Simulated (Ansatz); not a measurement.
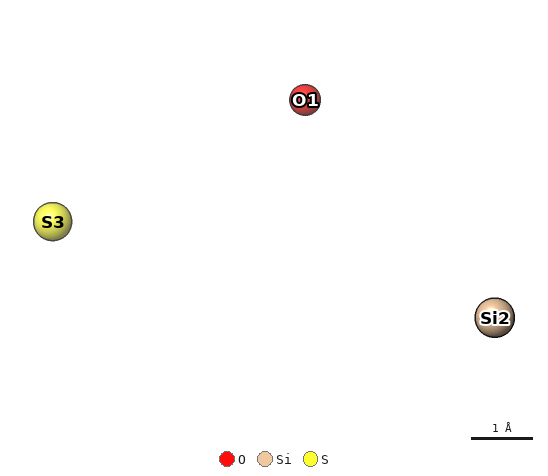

Simulated data, not a measurement (program: Ansatz).

Orthographic view. Distant atoms are faded towards the background colour. The species is neutral and a spin triplet. Geometry: a fixed input geometry, not necessarily a minimum.

Give the distance matrix in Å.

```
atom    O1   Si2    S3
  O1  0.00            
 Si2  5.01  0.00      
  S3  4.65  7.67  0.00
```

The spin state was imposed, and no run here compares it with a lower spin, which may lie lower.
